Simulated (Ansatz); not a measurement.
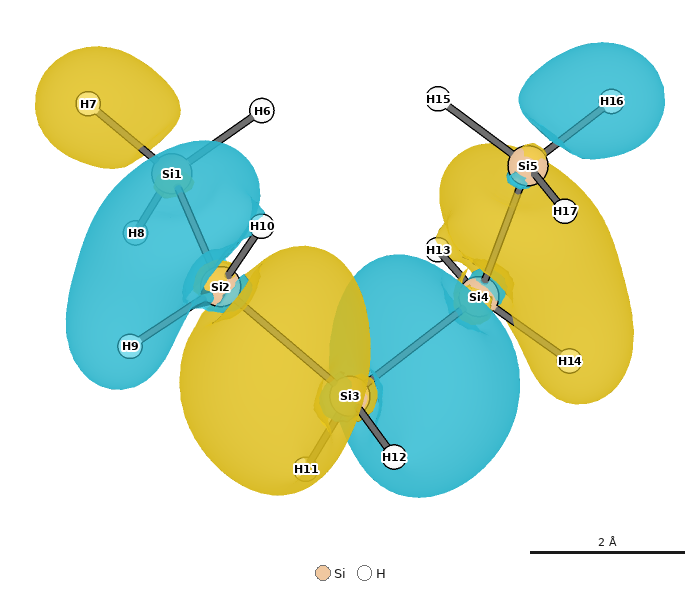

H12Si5 (SMILES [SiH3][SiH2][SiH2][SiH2][SiH3]). One frontier orbital at ±0.06 Å⁻³ᐟ² (yellow and cyan are the two phases), seen across its widest extent.

Geometry: PBE0-D4/def2-TZVP.

The calculation used RKS PBE0-D4/def2-TZVPP (Ansatz).

Input

```
crystal:
  periodic: [false, false, false]
  atoms:
    - {symbol: Si, position_ang: [-2.540926, 0.396630, -0.634364]}
    - {symbol: Si, position_ang: [-1.228163, -1.508890, -0.297131]}
    - {symbol: Si, position_ang: [0.910032, -1.150620, -1.175010]}
    - {symbol: Si, position_ang: [1.723948, 0.879900, -0.347265]}
    - {symbol: Si, position_ang: [1.501030, 0.919981, 1.980143]}
    - {symbol: H, position_ang: [-1.925008, 1.555472, 0.066376]}
    - {symbol: H, position_ang: [-3.921528, 0.203695, -0.115533]}
    - {symbol: H, position_ang: [-2.614622, 0.709583, -2.087047]}
    - {symbol: H, position_ang: [-1.871700, -2.693628, -0.931225]}
    - {symbol: H, position_ang: [-1.110846, -1.769052, 1.165416]}
    - {symbol: H, position_ang: [0.838990, -1.113265, -2.662921]}
    - {symbol: H, position_ang: [1.826542, -2.255768, -0.776314]}
    - {symbol: H, position_ang: [0.926440, 1.993430, -0.934126]}
    - {symbol: H, position_ang: [3.150536, 1.076499, -0.729188]}
    - {symbol: H, position_ang: [0.064091, 0.794751, 2.344762]}
    - {symbol: H, position_ang: [2.030968, 2.185527, 2.554830]}
    - {symbol: H, position_ang: [2.240223, -0.224225, 2.578599]}
basis:
  gaussian: {orbitals: def2-TZVPP}
hamiltonian: {xc: pbe0, dispersion: d4}
output: {orbitals: {seedname: orbitals}}
```

Run with:

```sh
ansatz run in.yaml --threads 4 --pin off --events-out ev --progress --plain --max-ram 11315MiB
```

Which orbital is it: HOMO or LUMO?

The HOMO, at −7.88 eV. By Hirshfeld shares it lies mainly on Si3 (about 30 %), Si2 (about 20 %) and Si4 (about 20 %).
